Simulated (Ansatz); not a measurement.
AlClF₂H₂

```xyz
6

Al   -0.1536   -0.5512   -0.1698
H    -1.0873    0.4910    0.6858
F    -0.5516   -0.7348   -1.7484
F     0.5069   -1.7824    0.6861
H    -0.0125    1.2488    0.5421
Cl    1.2982    1.3289    0.0042
```

A transition-state structure; geometry: PBE0-D4/def2-TZVP.

The calculation used RKS PBE0-D4/def2-TZVPP in Ansatz 0.2.0.

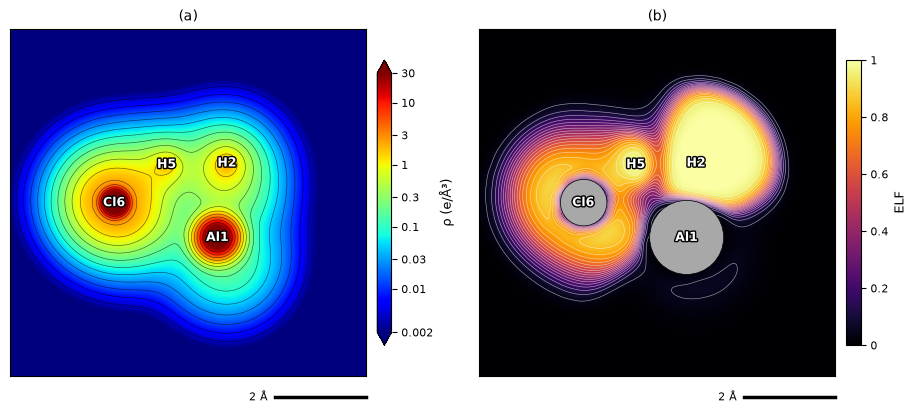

Figure 1. (a) electron density; (b) electron localisation function on the plane of atoms H5, Al1 and Cl6. Grey discs cover the atomic cores in the ELF map.

> What do the fields say about this system?

- The section cuts through Al, H and Cl sites.
- Al1···H5 (1.94 Å): the density falls to about 0.28 e/Å³ on the way; the ELF climbs to about 0.95 towards the hydrogen.
- Al–Cl (2.38 Å): ρ is about 0.42 e/Å³ halfway; the ELF peaks at about 0.80 in the valence shell of Cl, 0.8 Å from its nucleus, and is about 0.70 at the midpoint.
- Cl–H (1.42 Å): ρ is about 1.7 e/Å³ halfway; the ELF climbs to about 1 towards the hydrogen: an ordinary covalent bond to hydrogen.
- Al–H (1.64 Å): the density is about 0.49 e/Å³ at the midpoint; the ELF climbs to about 1 towards the hydrogen.
- The ELF also peaks beside Cl6, away from the bonds: lone-pair regions.

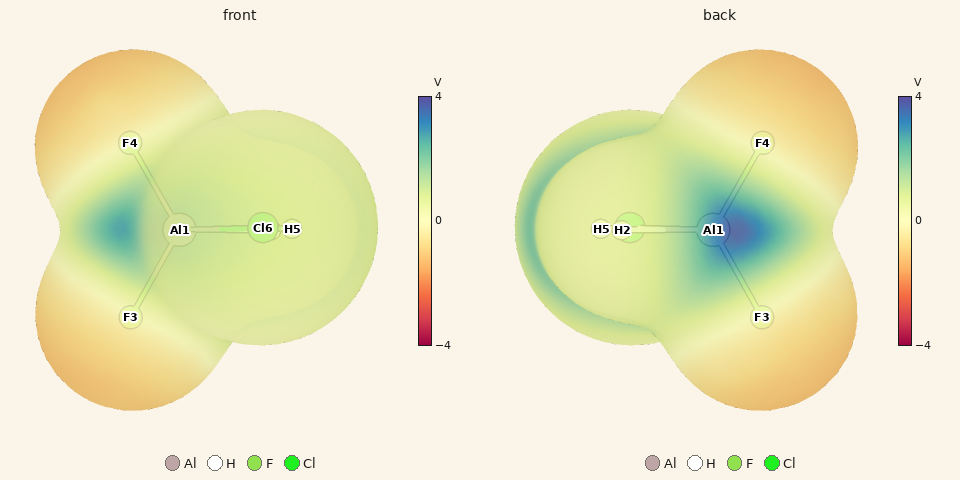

Figure 2. The electrostatic potential painted on the density surface at 0.002 e/bohr³, seen from the front and from behind; the colour scale runs from red (negative) to blue (positive).

> Where is the surface potential most negative and most positive?

The most negative region (about −1.2 V) lies over F3 and F4, the most positive (about +3.4 V) over Al1.

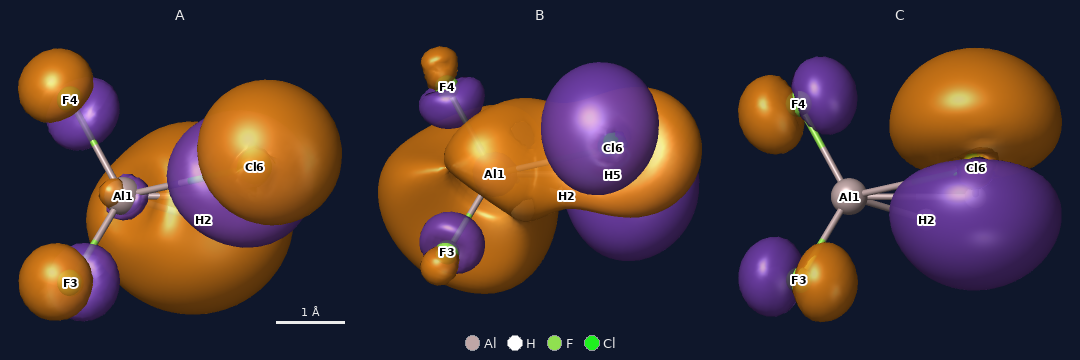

Figure 3. Three frontier orbitals at ±0.08 Å⁻³ᐟ² (orange and purple are the two phases), in no order.

> Which picture is the HOMO−1, the HOMO and the LUMO?

C is the HOMO−1 (−10.67 eV). Its weight (Hirshfeld) is mainly on Cl6 (about 85 %); largely a lone pair of Cl6. A is the HOMO (−9.71 eV). Its weight (Hirshfeld) is mainly on H2 (about 40 %), Cl6 (about 25 %), Al1 (about 20 %) and H5 (about 5 %). B is the LUMO (−1.22 eV). It lies mainly on Al1 (about 35 %), Cl6 (about 25 %), H5 (about 20 %) and H2 (about 10 %).

> What is the HOMO–LUMO gap?

8.49 eV between the orbital energies.
